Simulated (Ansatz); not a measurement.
# C₂H₆Cl₂GaN: taking an electron away

How much energy removes an electron from C₂H₆Cl₂GaN at fixed geometry? The cation is run at each level and the neutral's energy taken from earlier runs.

Computed with Ansatz 0.2.0, Gaussian basis. Level: unrestricted cation, the program's frozen cores in correlated methods.

Plan: UKS PBE-D4/def2-TZVPP; UKS r2SCAN-D4/def2-TZVPP; UKS PBE0-D4/def2-TZVPP; UKS B3LYP-D4/def2-TZVPP; UKS wB97X-V/def2-TZVPP; UKS wB97M-V/def2-TZVPP; UKS B2PLYP/def2-TZVPP; UHF-CCSD(T)/def2-TZVPP; UHF-MP2/def2-QZVPP; extrapolation to the limit; then −ε(HOMO) from the neutral's earlier runs with LDA (SPW92), PBE-D4, revPBE-D4, BLYP-D4, r2SCAN-D4, B97M-V, PBE0-D4, B3LYP-D4, r2SCANh-D4, r2SCAN0-D4, HSE06-D4, BHLYP-D4, CAM-B3LYP-D4, LC-ωPBE, ωB97X-V, ωB97M-V.

### 1 The geometry

The geometry comes from an earlier relaxation with PBE0-D4 in a triple-zeta def2 set; it is a stationary point, not always the lowest conformer.

SMILES `C[N](C)[Ga]([Cl])[Cl]`, 12 atoms, charge 0, spin multiplicity 1.

Atoms are counted from 1 here; the program's logs count them from 0.

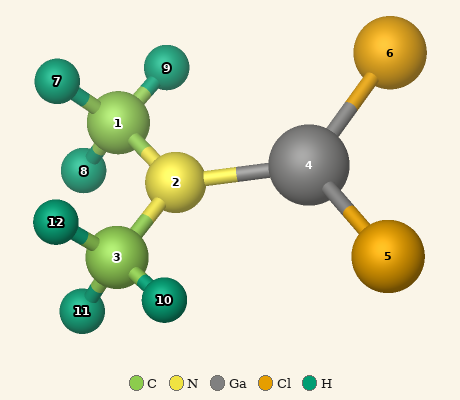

The geometry (carbon green, nitrogen yellow, gallium grey, chlorine amber, hydrogen teal); atoms are numbered from 1 in the order of the file.

### 2 Cation, UKS PBE-D4/def2-TZVPP

Input file in.yaml:

```yaml
crystal:
  periodic: [false, false, false]
  atoms:
    - {symbol: C, position_ang: [-0.504138, -0.570583, 1.224274]}
    - {symbol: N, position_ang: [-0.000337, 0.000301, -0.000274]}
    - {symbol: C, position_ang: [0.982628, -0.812844, -0.672470]}
    - {symbol: Ga, position_ang: [-0.549730, 1.589407, -0.633976]}
    - {symbol: Cl, position_ang: [0.244090, 2.362250, -2.449839]}
    - {symbol: Cl, position_ang: [-2.004932, 2.728647, 0.419212]}
    - {symbol: H, position_ang: [0.305116, -0.732589, 1.949104]}
    - {symbol: H, position_ang: [-0.984058, -1.541549, 1.041481]}
    - {symbol: H, position_ang: [-1.242007, 0.087826, 1.685482]}
    - {symbol: H, position_ang: [1.324931, -0.330412, -1.589392]}
    - {symbol: H, position_ang: [0.569414, -1.794689, -0.940328]}
    - {symbol: H, position_ang: [1.859013, -0.985754, -0.033273]}
basis:
  gaussian: {orbitals: def2-TZVPP}
total_charge: 1
magnetization: {spin_polarized: true, initial_magnetization: 1}
hamiltonian: {xc: pbe, dispersion: d4}
```

Launch:

```sh
ansatz run in.yaml --threads 2 --pin off --events-out ev --progress --plain --max-ram 32768MiB --backend cuda --devices 0, --max-vram 18GiB
```

After this run come: Cation, UKS r2SCAN-D4/def2-TZVPP; Cation, UKS PBE0-D4/def2-TZVPP; Cation, UKS B3LYP-D4/def2-TZVPP; Cation, UKS wB97X-V/def2-TZVPP; Cation, UKS wB97M-V/def2-TZVPP; Cation, UKS B2PLYP (frozen core)/def2-TZVPP; Cation, UHF-CCSD(T)/def2-TZVPP; Cation, UHF-MP2/def2-QZVPP.

Before running them: what should the planned runs give, taken together? Wanted: ionisation energy, CCSD(T)/CBS; nearest functional by difference; nearest −ε(HOMO); −ε(HOMO) of PBE; T1 of the cation.

The runs gave:

| quantity | value |
| --- | --- |
| ionisation energy, CCSD(T)/CBS | 9.00 eV |
| nearest functional by difference | ωB97X-V (-0.21 eV) |
| nearest −ε(HOMO) | ωB97M-V (+0.14 eV) |
| −ε(HOMO) of PBE | 5.62 eV |
| T1 of the cation | 0.016 |

In words: Energy differences with functionals land within 0.45 eV of the reference. −ε(HOMO) of PBE misses by 3.4 eV, since self-interaction lifts the level. Among orbital estimates ωB97M-V comes nearest. Hartree-Fock falls 1.44 eV short, as the neutral has more correlation energy than the cation. The cation may have settled in a state other than its lowest; no search over hole states beyond the program's own was made. Correlated methods include outer-core shells of Ga, which these sets cover unevenly. With outer-core shells in play the reference is unsure by up to some tenths of an eV, so close misses can't be ranked.
